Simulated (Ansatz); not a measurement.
**Si₃Ge₅: density, localisation and related maps**

```xyz
16
Lattice="0.0000 0.0007 6.4825 3.9245 6.7967 0.0007 -3.9246 6.7968 0.0007" Properties=species:S:1:pos:R:3 pbc="T T T"
Ge    0.0091   11.3329    0.3808
Ge    1.9356    7.9151    0.3857
Ge   -1.9349    7.9030    0.4337
Si   -0.0091    4.5644    0.3777
Ge    1.9554    5.6553    3.6806
Ge   -0.0298    9.0491    3.6811
Ge    0.0291    2.2622    3.6264
Si   -1.9558    5.6891    3.6696
Ge    0.0284   11.3438    2.8463
Ge    1.9557    7.9262    2.8404
Si   -1.9559    7.8951    2.8491
Ge   -0.0293    4.5578    2.7933
Si    1.9377    5.6470    6.0887
Si   -0.0101    9.0613    6.0891
Ge    0.0106    2.2924    6.0848
Si   -1.9373    5.6587    6.0439
```

Space group P1; a generated structure, not necessarily the stable one.

Method: Ansatz, DFT PBEsol, scalar-relativistic, plane waves, PAW.

The density is the valence pseudo-density of a PAW calculation; it isn't the true density close to the nuclei.

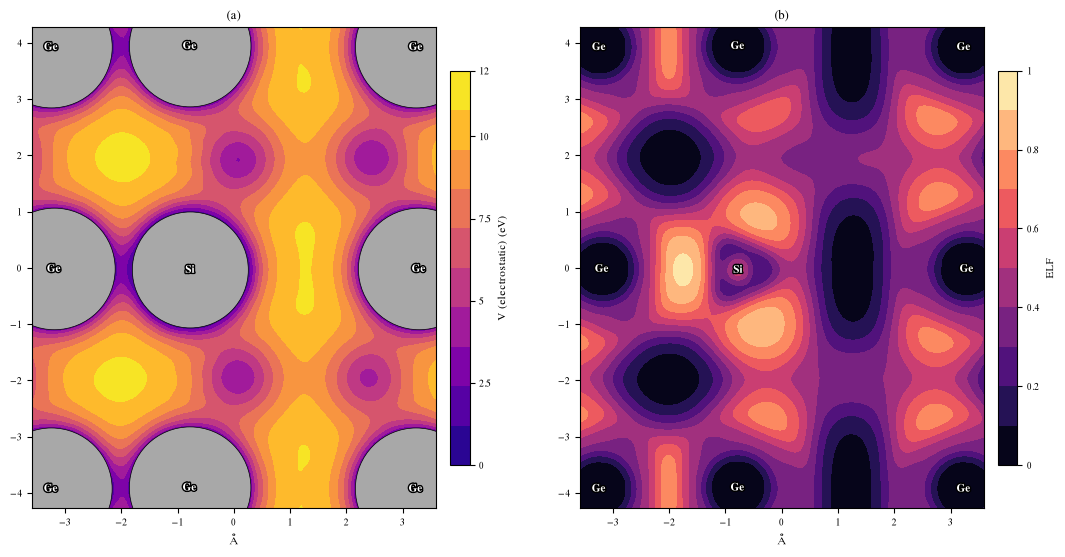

Figure 1. (a) electrostatic potential (local pseudopotential plus Hartree) felt by an electron; (b) ELF on the (001) plane of the conventional cell. Grey discs cover the atomic cores in the potential map.

Read the bonding off the picture.

Answer. The section cuts through Ge and Si sites.
Si–Ge (2.42 Å): the ELF peaks at about 0.90 between the atoms, as expected for localised, covalent bonding.
Ge–Ge (2.47 Å): the ELF peaks at about 0.80 between the atoms, as expected for a covalent bond.
Outside the cores the potential energy rises away from the atoms and is highest about 2.3 Å from the nearest atoms; its zero is arbitrary.

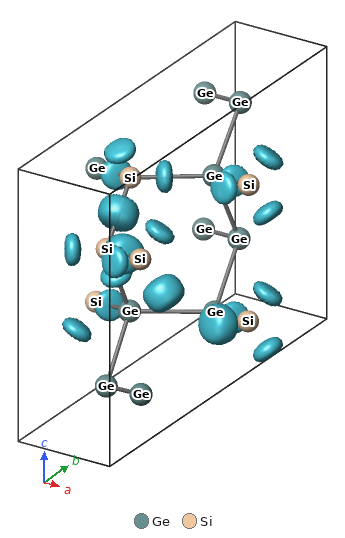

Figure 2. Isosurface of the electron localisation function at 0.85 (cyan), seen slightly off an axis. Core shells and regions of very low density are left out. Sticks mark near contacts.

What do the ELF domains correspond to?

Answer. The surface consists of 16 regions between bonded Ge–Si atoms (shared pairs) and four regions between bonded Si–Si atoms (shared pairs), counted in one cell of 16 atoms. Regions shared between cells count once. Along the contacts the grid gives the following. Si–Si (2.35 Å): the ELF peaks at about 0.95 between the atoms; localised, covalent bonding. Si–Ge (2.39 Å): the ELF peaks at about 0.90 between the atoms: a covalent bond.
